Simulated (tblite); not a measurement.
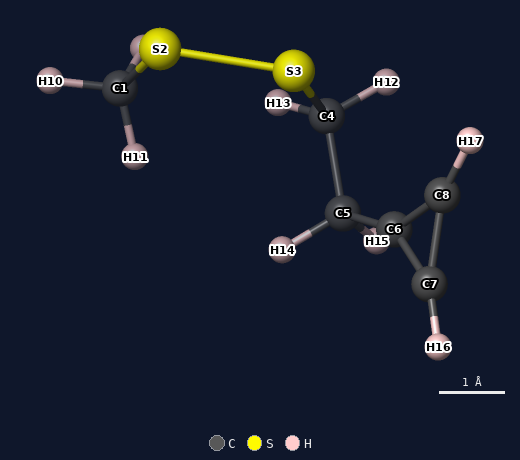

Figure 1. The structure as given in the input (ball-and-stick view, seen at a tilt; atoms are numbered from 1 in the order of the input). Bond lengths as drawn: C–C 1.38 to 1.53 Å, C–H 1.06 to 1.10 Å, C–S 1.81 to 1.84 Å and S–S 2.09 Å.

Run report: C6H9S2 (charge +1), saddle-point search

- system: C6H9S2, charge +1, SMILES CSSCC[c+]1cc1
- method: GFN2-xTB saddle search (eigenvector following) and harmonic vibrations, gas phase (tblite 0.8.0)

The run did not end well.

## Output
```
step      E/eV     max force
  0    -635.76236   0.0539
  1    -635.76585   0.0707
  2    -635.76831   0.0410
  3    -635.77046   0.0314
  4    -635.77256   0.0748
  5    -635.77132   0.0132
  6    -635.77266   0.0154
  7    -635.77416   0.0236
  8    -635.77593   0.0280
  9    -635.77807   0.0318
 10    -635.78072   0.0358
 11    -635.78395   0.0243
 12    -635.79010   0.0725
 13    -635.78621   0.0193
 14    -635.78997   0.0290
 15    -635.79462   0.0360
 16    -635.80016   0.0313
 17    -635.80967   0.0534
 18    -635.81423   0.1376
 19    -635.81072   0.0403
 20    -635.81325   0.0457
 21    -635.81787   0.0454
 22    -635.82704   0.0572
 23    -635.83634   0.0726
 24    -635.84591   0.0761
 25    -635.85620   0.0556
 26    -635.86989   0.0783
 27    -635.88429   0.0998
 28    -635.89878   0.1092
 29    -635.91297   0.1051
 30    -635.92957   0.1540
 31    -635.94283   0.1588
 32    -635.95623   0.2126
 33    -635.96770   0.2116
 34    -635.98098   0.1053
 35    -635.98988   0.3001
 36    -635.98465   0.0633
 37    -635.98929   0.0739
 38    -635.99364   0.1054
 39    -635.99936   0.0675
 40    -636.00842   0.1217
 41    -636.00210   0.0366
 42    -636.00618   0.0265
 43    -636.01155   0.0614
 44    -636.00808   0.0236
 45    -636.01059   0.0247
 46    -636.01387   0.0254
 47    -636.01665   0.0318
 48    -636.01904   0.0369
 49    -636.02121   0.0400
 50    -636.02371   0.0290
 51    -636.02753   0.0244
 52    -636.03219   0.0514
 53    -636.02954   0.0204
 54    -636.03212   0.0270
 55    -636.03439   0.0346
 56    -636.03653   0.0252
 57    -636.03976   0.0343
 58    -636.04248   0.0535
 59    -636.04489   0.0641
 60    -636.04753   0.0434
 61    -636.05085   0.0382
 62    -636.05416   0.1248
 63    -636.05243   0.0209
 64    -636.05462   0.0354
 65    -636.05653   0.0530
 66    -636.05834   0.0324
 67    -636.06037   0.0791
 68    -636.05930   0.0126
 69    -636.06054   0.0248
 70    -636.06162   0.0366
lowest wavenumbers (cm-1): -58.9 38.1 70.5 107.7 155.6 173.5
```

## Trajectory as extended XYZ (Å, eV, eV/Å), 12 frames, from step=0 to step=70
```
17
Properties=species:S:1:pos:R:3:forces:R:3 step=0 energy=-635.76236
C     2.6239    1.4850    0.4178    0.0200  -0.0180   0.0030
S     1.9066    0.8231    1.9469   -0.0350   0.0400  -0.0070
S     0.5159   -0.6300    1.3913    0.0280  -0.0460  -0.0030
C     0.5558   -0.8253   -0.4403   -0.0190   0.0170   0.0050
C    -0.6674   -0.1288   -1.0372    0.0140  -0.0040  -0.0070
C    -1.8519   -0.4797   -0.2893    0.0130   0.0030   0.0060
C    -3.1978   -0.3045    0.0610    0.0020   0.0180  -0.0120
C    -2.4170   -1.2579    0.6938   -0.0150  -0.0030   0.0160
H     3.2324    0.7335   -0.0786   -0.0050   0.0190  -0.0020
H     3.2672    2.2891    0.7656    0.0090  -0.0110   0.0060
H     1.8633    1.8980   -0.2367   -0.0130   0.0060   0.0010
H     0.5178   -1.8995   -0.6107    0.0140  -0.0110  -0.0110
H     1.4843   -0.4340   -0.8440   -0.0010  -0.0020  -0.0090
H    -0.5595    0.9612   -1.0253    0.0070  -0.0010   0.0080
H    -0.8151   -0.4027   -2.0904   -0.0090  -0.0030  -0.0090
H    -4.1262    0.2054   -0.0439   -0.0020   0.0080  -0.0050
H    -2.3322   -2.0329    1.4200   -0.0070  -0.0140   0.0210
17
Properties=species:S:1:pos:R:3:forces:R:3 step=6 energy=-635.77266
C     2.4351    1.5429    0.4400   -0.0030  -0.0010   0.0000
S     1.8517    0.7180    1.9471   -0.0020  -0.0010  -0.0030
S     0.5593   -0.8100    1.3578    0.0000  -0.0010  -0.0010
C     0.5995   -0.9511   -0.4775    0.0000  -0.0010   0.0000
C    -0.5900   -0.1984   -1.0790    0.0000   0.0000  -0.0030
C    -1.7826   -0.4518   -0.3047   -0.0060   0.0040   0.0020
C    -3.0717   -0.1429    0.1181    0.0140  -0.0050   0.0040
C    -2.3515   -1.1732    0.7217   -0.0030   0.0100  -0.0040
H     3.0434    0.8732   -0.1612   -0.0050   0.0030   0.0020
H     3.0647    2.3443    0.8179   -0.0040   0.0000   0.0010
H     1.6131    1.9704   -0.1251   -0.0020  -0.0010   0.0020
H     0.5271   -2.0200   -0.6715    0.0000  -0.0010  -0.0010
H     1.5462   -0.5869   -0.8650    0.0000  -0.0020   0.0000
H    -0.4185    0.8830   -1.1078    0.0020  -0.0030  -0.0020
H    -0.7667   -0.5020   -2.1189    0.0010  -0.0020   0.0000
H    -3.9481    0.4592    0.0637    0.0080   0.0000   0.0030
H    -2.3109   -1.9548    1.4443    0.0010   0.0010   0.0000
17
Properties=species:S:1:pos:R:3:forces:R:3 step=12 energy=-635.79010
C     2.2678    1.5618    0.4752   -0.0100  -0.0010   0.0010
S     1.7543    0.6481    1.9568   -0.0070  -0.0030  -0.0060
S     0.5064   -0.8997    1.3351   -0.0080  -0.0010  -0.0040
C     0.5983   -1.0244   -0.4992   -0.0030   0.0040  -0.0020
C    -0.5470   -0.2488   -1.1715   -0.0010  -0.0030  -0.0100
C    -1.7426   -0.4089   -0.3776   -0.0590   0.0030   0.0420
C    -2.9135   -0.0009    0.2117    0.0610  -0.0190  -0.0060
C    -2.2052   -1.0933    0.7416    0.0220   0.0420  -0.0260
H     2.8818    0.9430   -0.1728   -0.0130   0.0070   0.0040
H     2.8805    2.3669    0.8728   -0.0100   0.0000   0.0040
H     1.4162    1.9850   -0.0479   -0.0080  -0.0010   0.0070
H     0.5093   -2.0914   -0.6967   -0.0020  -0.0030  -0.0010
H     1.5695   -0.6838   -0.8460   -0.0030  -0.0050   0.0040
H    -0.3302    0.8199   -1.2753    0.0030  -0.0150  -0.0090
H    -0.7134   -0.6281   -2.1857    0.0030  -0.0050   0.0040
H    -3.7425    0.6669    0.2591    0.0340  -0.0040   0.0110
H    -2.1899   -1.9123    1.4203   -0.0010   0.0060  -0.0120
17
Properties=species:S:1:pos:R:3:forces:R:3 step=19 energy=-635.81072
C     2.2120    1.5739    0.4924   -0.0170  -0.0020   0.0060
S     1.8082    0.5601    1.9456   -0.0100  -0.0230  -0.0290
S     0.4467   -0.8832    1.3367    0.0010   0.0080   0.0010
C     0.5849   -1.0487   -0.4946   -0.0060  -0.0030  -0.0010
C    -0.5370   -0.2759   -1.2153    0.0050  -0.0120  -0.0120
C    -1.7365   -0.3971   -0.4190   -0.0190   0.0010   0.0110
C    -2.8495    0.0471    0.2358    0.0380   0.0040   0.0010
C    -2.1327   -1.0506    0.7517    0.0270   0.0260  -0.0070
H     2.8075    1.0056   -0.2173   -0.0330   0.0230   0.0020
H     2.8233    2.3760    0.8977   -0.0140   0.0010   0.0080
H     1.3228    1.9959    0.0354   -0.0130  -0.0010   0.0290
H     0.4938   -2.1174   -0.6802   -0.0040  -0.0070   0.0020
H     1.5677   -0.7181   -0.8171   -0.0030  -0.0100   0.0070
H    -0.3041    0.7860   -1.3477    0.0080  -0.0130  -0.0210
H    -0.6894   -0.6880   -2.2171    0.0050  -0.0170  -0.0050
H    -3.6638    0.7291    0.3145    0.0260   0.0170   0.0160
H    -2.1539   -1.8946    1.3988    0.0090   0.0090  -0.0080
17
Properties=species:S:1:pos:R:3:forces:R:3 step=25 energy=-635.85620
C     2.1540    1.6115    0.5431   -0.0160   0.0030   0.0100
S     1.9441    0.4017    1.8872    0.0270  -0.0090  -0.0210
S     0.4284   -0.8647    1.3212   -0.0050  -0.0120  -0.0030
C     0.5792   -1.0932   -0.5093    0.0020  -0.0130  -0.0060
C    -0.5327   -0.3386   -1.2666    0.0000  -0.0080  -0.0090
C    -1.7227   -0.3914   -0.4478   -0.0120   0.0080   0.0190
C    -2.7917    0.1121    0.2353    0.0360   0.0090  -0.0120
C    -2.0879   -0.9858    0.7665    0.0150   0.0180  -0.0140
H     2.6930    1.1555   -0.2831   -0.0430   0.0340  -0.0090
H     2.7683    2.3966    0.9747   -0.0140  -0.0020   0.0110
H     1.2036    2.0275    0.2279   -0.0310   0.0090   0.0370
H     0.4921   -2.1656   -0.6699   -0.0040  -0.0140   0.0010
H     1.5658   -0.7661   -0.8226    0.0040  -0.0210  -0.0040
H    -0.2802    0.7089   -1.4643    0.0110  -0.0270  -0.0110
H    -0.7020   -0.8073   -2.2407    0.0020  -0.0100   0.0100
H    -3.5831    0.8195    0.3236    0.0280   0.0210   0.0020
H    -2.1283   -1.8207    1.4251    0.0000   0.0130   0.0010
17
Properties=species:S:1:pos:R:3:forces:R:3 step=31 energy=-635.94283
C     2.0084    1.6908    0.6479   -0.0610  -0.0150  -0.0640
S     2.1005    0.2297    1.7403   -0.0040   0.0470  -0.0760
S     0.4971   -0.9286    1.2615    0.0100  -0.0140  -0.0030
C     0.5949   -1.2133   -0.5719    0.0020  -0.0140   0.0030
C    -0.5153   -0.4598   -1.3350    0.0030  -0.0030   0.0060
C    -1.6614   -0.3721   -0.4612    0.0110   0.0050  -0.0020
C    -2.6489    0.2618    0.2405    0.0180   0.0050  -0.0020
C    -2.0359   -0.8766    0.7882   -0.0050   0.0180  -0.0050
H     2.4300    1.4447   -0.3271   -0.0970   0.0530   0.1140
H     2.6283    2.4410    1.1298   -0.0180  -0.0050  -0.0210
H     0.9867    2.0565    0.5651    0.1100  -0.0520   0.0550
H     0.4914   -2.2883   -0.7005   -0.0070  -0.0080   0.0040
H     1.5815   -0.9073   -0.9078    0.0000  -0.0210   0.0000
H    -0.2149    0.5467   -1.6431    0.0140  -0.0070  -0.0030
H    -0.7666   -1.0050   -2.2498    0.0000  -0.0050  -0.0050
H    -3.3591    1.0510    0.3314    0.0260   0.0080  -0.0040
H    -2.1167   -1.6712    1.4918   -0.0010   0.0080   0.0020
17
Properties=species:S:1:pos:R:3:forces:R:3 step=38 energy=-635.99364
C     1.8504    1.7264    0.6720   -0.0320   0.0220  -0.0290
S     2.1577    0.2047    1.6290   -0.0040   0.0170  -0.0340
S     0.5639   -0.9972    1.2510    0.0090  -0.0060  -0.0040
C     0.6132   -1.3141   -0.5775    0.0020  -0.0090  -0.0070
C    -0.4395   -0.4783   -1.3342    0.0030  -0.0070  -0.0030
C    -1.5818   -0.3363   -0.4648    0.0030   0.0010   0.0050
C    -2.5430    0.3436    0.2354    0.0120   0.0020  -0.0020
C    -2.0030   -0.8329    0.7710    0.0000   0.0160  -0.0070
H     2.0121    1.5384   -0.3880   -0.0400   0.0350   0.0910
H     2.5956    2.4329    1.0287   -0.0460  -0.0180  -0.0150
H     0.8532    2.1131    0.8680    0.0810  -0.0360   0.0090
H     0.4147   -2.3780   -0.6879   -0.0010   0.0010   0.0010
H     1.6195   -1.1002   -0.9278   -0.0070  -0.0120  -0.0040
H    -0.0755    0.5141   -1.6201    0.0030  -0.0170  -0.0060
H    -0.7179   -0.9875   -2.2625   -0.0010  -0.0060   0.0050
H    -3.2046    1.1732    0.3307    0.0150   0.0080  -0.0040
H    -2.1148   -1.6218    1.4769    0.0000   0.0100   0.0040
17
Properties=species:S:1:pos:R:3:forces:R:3 step=44 energy=-636.00808
C     1.8024    1.7447    0.7007   -0.0060   0.0020   0.0090
S     2.1872    0.1919    1.5742    0.0070  -0.0020  -0.0120
S     0.5927   -1.0176    1.2347    0.0070  -0.0030  -0.0040
C     0.6169   -1.3505   -0.5915    0.0010  -0.0070  -0.0030
C    -0.4288   -0.5055   -1.3475    0.0010  -0.0060  -0.0030
C    -1.5582   -0.3293   -0.4687    0.0040   0.0000  -0.0010
C    -2.4990    0.3803    0.2309    0.0070   0.0060  -0.0010
C    -1.9859   -0.8032    0.7732    0.0020   0.0070   0.0010
H     1.8964    1.6027   -0.3715   -0.0190   0.0140   0.0000
H     2.5571    2.4488    1.0368   -0.0050   0.0050   0.0070
H     0.8174    2.1052    0.9758   -0.0080  -0.0020   0.0220
H     0.4011   -2.4120   -0.6896   -0.0020  -0.0060   0.0000
H     1.6229   -1.1549   -0.9528   -0.0010  -0.0100  -0.0060
H    -0.0493    0.4746   -1.6535    0.0030  -0.0080  -0.0080
H    -0.7279   -1.0231   -2.2645   -0.0040  -0.0090   0.0000
H    -3.1385    1.2277    0.3222    0.0110   0.0090  -0.0040
H    -2.1064   -1.5799    1.4911    0.0020   0.0090   0.0050
17
Properties=species:S:1:pos:R:3:forces:R:3 step=50 energy=-636.02371
C     1.7552    1.7748    0.7527   -0.0120  -0.0010  -0.0010
S     2.2296    0.1796    1.4974   -0.0010   0.0090  -0.0160
S     0.6314   -1.0344    1.2070    0.0060  -0.0030  -0.0040
C     0.6194   -1.3951   -0.6146    0.0010  -0.0060  -0.0020
C    -0.4265   -0.5507   -1.3709   -0.0010  -0.0040  -0.0020
C    -1.5348   -0.3279   -0.4776    0.0020   0.0010   0.0010
C    -2.4514    0.4218    0.2153    0.0080   0.0030  -0.0020
C    -1.9673   -0.7624    0.7764    0.0020   0.0060  -0.0010
H     1.7542    1.6983   -0.3307   -0.0160   0.0120   0.0210
H     2.5297    2.4689    1.0640   -0.0070   0.0030   0.0040
H     0.7942    2.1029    1.1348    0.0100  -0.0100   0.0110
H     0.3905   -2.4557   -0.6909   -0.0020  -0.0040   0.0000
H     1.6218   -1.2165   -0.9944   -0.0010  -0.0090  -0.0040
H    -0.0343    0.4116   -1.7152    0.0020  -0.0090  -0.0050
H    -0.7558   -1.0889   -2.2658   -0.0020  -0.0050   0.0020
H    -3.0655    1.2893    0.2936    0.0090   0.0060  -0.0030
H    -2.0904   -1.5157    1.5188    0.0020   0.0090   0.0020
17
Properties=species:S:1:pos:R:3:forces:R:3 step=57 energy=-636.03976
C     1.6877    1.8091    0.8158   -0.0190  -0.0070  -0.0020
S     2.2869    0.1786    1.3733   -0.0120   0.0210  -0.0190
S     0.6951   -1.0588    1.1689    0.0070  -0.0020  -0.0040
C     0.6212   -1.4597   -0.6428    0.0020  -0.0050  -0.0010
C    -0.4178   -0.6028   -1.3933   -0.0010  -0.0010   0.0000
C    -1.4981   -0.3210   -0.4848    0.0020   0.0020   0.0020
C    -2.3886    0.4769    0.1930    0.0070   0.0000  -0.0030
C    -1.9413   -0.7046    0.7810    0.0020   0.0050  -0.0020
H     1.5724    1.8222   -0.2643   -0.0120   0.0030   0.0320
H     2.4678    2.5064    1.1047   -0.0040   0.0020   0.0020
H     0.7625    2.0644    1.3226    0.0230  -0.0120  -0.0010
H     0.3607   -2.5149   -0.6860   -0.0010   0.0000   0.0010
H     1.6178   -1.3186   -1.0529   -0.0040  -0.0080  -0.0020
H    -0.0037    0.3354   -1.7764    0.0010  -0.0060  -0.0020
H    -0.7874   -1.1543   -2.2647   -0.0010  -0.0020   0.0020
H    -2.9725    1.3669    0.2502    0.0070   0.0030  -0.0030
H    -2.0628   -1.4251    1.5558    0.0020   0.0070   0.0000
17
Properties=species:S:1:pos:R:3:forces:R:3 step=63 energy=-636.05243
C     1.6213    1.8394    0.8825   -0.0110  -0.0010   0.0000
S     2.3428    0.1984    1.2177   -0.0070   0.0100  -0.0110
S     0.7716   -1.0790    1.1285    0.0060  -0.0010  -0.0030
C     0.6226   -1.5269   -0.6660    0.0010  -0.0040  -0.0010
C    -0.4019   -0.6479   -1.4080    0.0010  -0.0010   0.0000
C    -1.4578   -0.3134   -0.4915    0.0020   0.0010   0.0010
C    -2.3370    0.5246    0.1579    0.0030   0.0010  -0.0020
C    -1.9202   -0.6449    0.7809    0.0010   0.0030   0.0000
H     1.3439    1.9298   -0.1635   -0.0060   0.0010   0.0200
H     2.4154    2.5439    1.1099   -0.0070   0.0000   0.0000
H     0.7755    2.0173    1.5386    0.0140  -0.0070  -0.0030
H     0.3183   -2.5712   -0.6685   -0.0020   0.0000   0.0010
H     1.6101   -1.4387   -1.1116   -0.0030  -0.0060  -0.0010
H     0.0378    0.2676   -1.8171    0.0020  -0.0030   0.0000
H    -0.8078   -1.1991   -2.2639    0.0000   0.0000   0.0000
H    -2.9010    1.4292    0.1844    0.0030   0.0020  -0.0030
H    -2.0334   -1.3291    1.5896    0.0010   0.0050   0.0010
17
Properties=species:S:1:pos:R:3:forces:R:3 step=70 energy=-636.06162
C     1.5483    1.8611    0.9426   -0.0180  -0.0050  -0.0010
S     2.3894    0.2434    1.0137   -0.0230   0.0190  -0.0080
S     0.8703   -1.1007    1.0834    0.0080   0.0010  -0.0050
C     0.6214   -1.6024   -0.6830    0.0030  -0.0040   0.0000
C    -0.3715   -0.6811   -1.4098    0.0010  -0.0010  -0.0010
C    -1.4079   -0.2993   -0.4913   -0.0030   0.0020   0.0050
C    -2.2918    0.5692    0.1165    0.0030  -0.0010  -0.0030
C    -1.8966   -0.5791    0.7827    0.0020   0.0010   0.0000
H     1.1048    2.0232   -0.0361    0.0080  -0.0070   0.0350
H     2.3337    2.5911    1.1121   -0.0070  -0.0020   0.0000
H     0.8076    1.9304    1.7335    0.0270  -0.0070  -0.0230
H     0.2502   -2.6239   -0.6328    0.0010   0.0050   0.0020
H     1.5926   -1.5953   -1.1717   -0.0070  -0.0030   0.0030
H     0.1066    0.2147   -1.8213    0.0010  -0.0020   0.0010
H    -0.8098   -1.2069   -2.2668    0.0010   0.0010   0.0010
H    -2.8484    1.4792    0.1029    0.0020  -0.0010  -0.0020
H    -1.9988   -1.2236    1.6254    0.0000   0.0040  -0.0020
```

This output came from the following input.

## Input file
```
{"job": {"xc": "GFN2-xTB", "basis": "xTB", "kind": "saddle"}, "charge": 1, "multiplicity": 1}
C      2.623854     1.485008     0.417848
S      1.906607     0.823074     1.946947
S      0.515887    -0.630016     1.391336
C      0.555812    -0.825311    -0.440291
C     -0.667435    -0.128828    -1.037226
C     -1.851910    -0.479650    -0.289342
C     -3.197768    -0.304522     0.060994
C     -2.417034    -1.257902     0.693809
H      3.232391     0.733534    -0.078650
H      3.267220     2.289113     0.765583
H      1.863263     1.898007    -0.236690
H      0.517814    -1.899511    -0.610741
H      1.484313    -0.434019    -0.843954
H     -0.559518     0.961185    -1.025293
H     -0.815120    -0.402705    -2.090441
H     -4.126169     0.205434    -0.043879
H     -2.332209    -2.032889     1.419990
```

The first line tells a small driver script what to run in tblite; the rest is the geometry in Å.

Run as:
```bash
OMP_NUM_THREADS=1 python <driver script> task.json out
```

## What the run reported

- outcome: not converged
- total energy: −636.0616 eV
- point group: C1
- hardware: 1 CPU thread, shared host
- wall time: 19 s
- peak memory: 0.2 GiB

## What went wrong

The run did not converge. At least one of its steps failed, so the values that rest on that step are not results.
